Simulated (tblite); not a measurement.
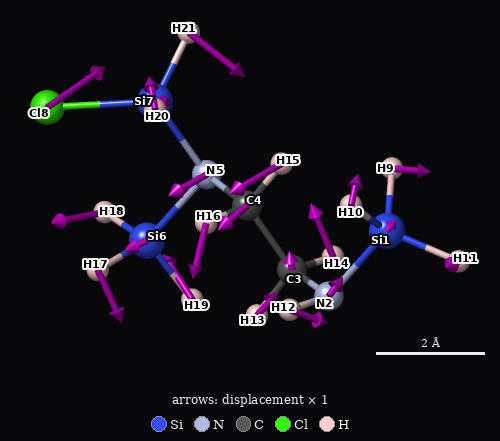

A relaxation of C2H13ClN2Si3. The starting structure is drawn; purple arrows show the displacements, at their true length. The two geometries are superimposed by the best rigid fit.

The picture is a ball-and-stick view, seen at a tilt.

All numbers below come from GFN2-xTB geometry optimisation, gas phase in tblite 0.8.0. 

What happened in the run?

Answer. The largest move after the best rigid fit is that of Cl8, 1.65 Å. Largest moves by element: Cl 1.65 Å, H 1.46 Å, N 0.98 Å, C 0.80 Å, Si 0.49 Å. Some distances before and after: Si6–Cl8 3.190 → 3.447 Å, Si7–Cl8 2.082 → 2.000 Å, N5–Si7 1.797 → 1.726 Å, Si1–N2 1.785 → 1.720 Å. Among the angles between lasting bonds that change: Si6–N5–Si7 109.8° → 126.7°, Si1–N2–H12 106.2° → 117.6°, N2–Si1–H10 107.3° → 116.4°. After 167 geometry steps the energy has fallen by 1.350 eV. The run took 2.1 s on 1 thread of Arm Neoverse V1, on a shared host.
